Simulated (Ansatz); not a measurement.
# NaGeBr3 (built on the sites of a database entry of CsGeBr3): the cell at rest, part 2 of 2

Aim: bring NaGeBr3 (built on the sites of a database entry of CsGeBr3) to small forces and stress, as phonons need.

Ansatz 0.2.0; DFT PBEsol, scalar-relativistic, plane waves, PAW.

So far. Step 2 (A coarse first look): The coarse mesh shows no gap and a pressure of 24.3 GPa.

The structure was built from a prototype and need not be the compound's stable phase.

### Step 4. Bringing the structure to rest (continued)

The steps of the relaxation:

| step | energy less that of the first step (eV) | largest force component (eV/Å) | pressure (GPa) | volume (Å³) |
| --- | --- | --- | --- | --- |
| 1 | 0.0000 | 0.0140 | -0.04 | 171.03 |
| 2 | -0.0001 | 0.0067 | 0.00 | 170.80 |
| 3 | -0.0001 | 0.0016 | 0.01 | 170.77 |
| 4* | -0.0001 | 0.0016 | 0.01 | 170.77 |

Relaxation steps marked * repeat the geometry before them on a plane-wave basis chosen anew for their cell, so energy and pressure can jump there.

Forces are held to the 6 operations that the run works with; a distortion that breaks them can't arise in this run.

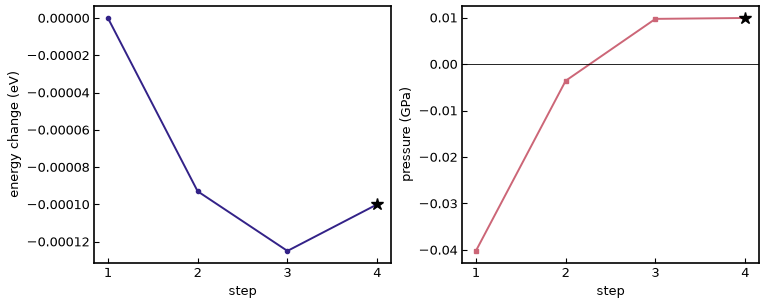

Energy and pressure along the relaxation. Stars mark steps on a basis chosen anew.

| conventional cell, symmetrised | before | after | change |
| --- | --- | --- | --- |
| a (Å) | 7.603 | 7.592 | -0.1 % |
| b (Å) | 7.603 | 7.592 | -0.1 % |
| c (Å) | 10.251 | 10.263 | +0.1 % |
| volume (Å³/atom) | 34.21 | 34.15 | -0.2 % |

The relaxed structure:

```xyz
5
Lattice="3.7960 2.1916 3.4212 -3.7960 2.1916 3.4212 0.0000 -4.3832 3.4212" Properties=species:S:1:pos:R:3 pbc="T T T"
Na    0.0000    0.0000   -1.0997
Ge    0.0000    0.0000    5.1881
Br   -1.8796   -1.0852    3.8305
Br    0.0000    2.1704    3.8305
Br    1.8796   -1.0852    3.8305
```

This step gave:

```
pressure           : 0.009923 GPa
gap on the k-mesh  : 0.8182 eV
volume per atom    : 34.15 Å³
direct gap on mesh : 0.8182 eV
```

In this step the volume went from 34.21 to 34.15 Å³/atom.

### Step 5. Relaxing to small forces for the phonons

Phonons need a cell at rest on their own settings, so the relaxation is repeated with tight tolerances on forces and stress on the k mesh and occupations of the first response run.

The input, input.yaml:

```yaml
crystal:
  lattice:
    - [3.7959624899, 2.1916019847, 3.4211542426]
    - [-3.7959624899, 2.1916019847, 3.4211542426]
    - [0.0, -4.3831979115, 3.4211581233]
  atoms:
    - { symbol: Na, position: [-0.1071424757, -0.1071424757, -0.1071424757] }
    - { symbol: Ge, position: [0.505494382, 0.505494382, 0.505494382] }
    - { symbol: Br, position: [0.0431061128, 0.5382709905, 0.5382709905] }
    - { symbol: Br, position: [0.5382709905, 0.5382709905, 0.0431061128] }
    - { symbol: Br, position: [0.5382709905, 0.0431061128, 0.5382709905] }
kpoints:
  mp_grid: { grid: [6, 6, 6] }
hamiltonian:
  xc: pbesol
scf:
  occupations: { method: fixed }
output:
  forces: true
  stress: true
  eigenvalues: true
relax:
  adjacent_minimum: "off"
  f_tol: 0.001
  max_steps: 60
  cell: { stress_tol: 0.01 }
```

The run is started by

```bash
$ ansatz run input.yaml --threads 8 --pin off --max-ram 14336MiB --backend cpu --events-out ev --progress --plain --runs-dir out
```

Numbers of over 12 decimals in the logs are rounded to 6 here.

What it wrote:

```text
[...]
Crystal: 5 atoms, lattice volume = 170.768 Å³
Basis set: ecut = 420 eV, 3359 PW (Γ), exchange–correlation on 80×80×80 points (8 copies of the dense FFT grid, shifted against one another)
Bands: 27, of which v1, the nominal top of the filled ones, is band 22 counted from 1 (21 counted from 0)
Symmetry: 6 space group operations
[...]
k-points: 32 of 216 (time reversal used)
[...]
cell:  # Å, volume = 171.0172 Å³
    - [3.795834, 2.191528, 3.426372]
    - [-3.795834, 2.191528, 3.426372]
    - [-1.833373520110811e-19, -4.383050, 3.426376]
  atoms:
    - { symbol: Na, position: [-0.107326, -0.107326, -0.107326] }
    - { symbol: Ge, position: [0.505343, 0.505343, 0.505343] }
    - { symbol: Br, position: [0.043281, 0.538351, 0.538351] }
    - { symbol: Br, position: [0.538351, 0.538351, 0.043281] }
    - { symbol: Br, position: [0.538351, 0.043281, 0.538351] }
[key lines of the parts left out:]
SCF converged after 7 iterations
Free energy (F): -13943.188413 eV
Fermi energy:    2.906122 eV
P = ⅓ Tr σ = -0.0024 GPa (-0.024 kbar)
```

The job ended after 8.1 s (8 threads of Intel Xeon Platinum 8488C (Sapphire Rapids), shared host; peak memory 0.68 GiB; 56 s of CPU time).

Relaxation path:

| step | energy less that of the first step (eV) | largest force component (eV/Å) | pressure (GPa) | volume (Å³) |
| --- | --- | --- | --- | --- |
| 1 | 0.0000 | 0.0017 | 0.01 | 170.77 |
| 2 | 0.0000 | 0.0027 | 0.00 | 170.87 |
| 3 | 0.0000 | 0.0116 | 0.01 | 171.20 |
| 4 | 0.0000 | 0.0007 | 0.00 | 171.02 |
| 5* | 0.0000 | 0.0007 | 0.00 | 171.02 |

Relaxation steps marked * repeat the geometry before them on a plane-wave basis chosen anew for their cell, so energy and pressure can jump there. Relaxation step 3 was tried and not accepted.

The run keeps the 6 symmetry operations that it works with, so distortions that break them were not tested.

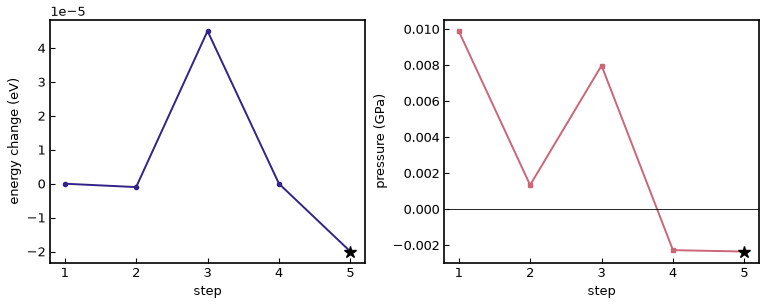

Energy and pressure along the relaxation. Stars mark steps on a basis chosen anew.

| conventional cell, symmetrised | before | after | change |
| --- | --- | --- | --- |
| a (Å) | 7.592 | 7.592 | -0.0 % |
| b (Å) | 7.592 | 7.592 | -0.0 % |
| c (Å) | 10.263 | 10.279 | +0.2 % |
| volume (Å³/atom) | 34.15 | 34.20 | +0.1 % |

Final coordinates:

```
Na Ge Br
1.0
     3.79583    2.19153    3.42637
    -3.79583    2.19153    3.42637
     0.00000   -4.38305    3.42638
Na Ge Br
1 1 3
Cartesian
  0.0000 0.0000 -1.1032
  0.0000 0.0000 5.1945
  -1.8792 -1.0850 3.8375
  0.0000 2.1699 3.8375
  1.8792 -1.0850 3.8375
```

Numbers from this step:

| Item | Value |
| --- | --- |
| pressure | -0.002354 GPa |
| gap on the k-mesh | 0.8302 eV |
| volume per atom | 34.20 Å³ |
| direct gap on mesh | 0.8302 eV |

The largest force component left is 0.72 meV/Å and the pressure is -0.002 GPa, within the tolerances set. The cell now holds 34.20 Å³/atom.

### Step 6. Summary of results

| Item | Value |
| --- | --- |
| space group after relaxation (within 0.01 Å) | R3m |
| lattice constant a | 7.592 Å |
| lattice constant b | 7.592 Å |
| lattice constant c | 10.279 Å |
| volume per atom | 34.2 Å³ |
| gap on the k-mesh | 0.830 eV |

The largest force component left is 0.72 meV/Å and the pressure is -0.002 GPa, within the tolerances set. The cell now holds 34.20 Å³/atom. The relaxation keeps the symmetry of its start, so it says nothing on stability against lower symmetry. The starting cell was built on a prototype and not taken from a measurement, so the phase need not exist.

[Logs are printed without paths, hosts, clocks, repeated set-up lines and the standing remarks that a program may print on its own settings, such as how far it seeks lower states.]

[Hosts, paths, dates, database ids (printed as entryN), source tags and the programs' standing remarks are cut or masked in the printed files.]
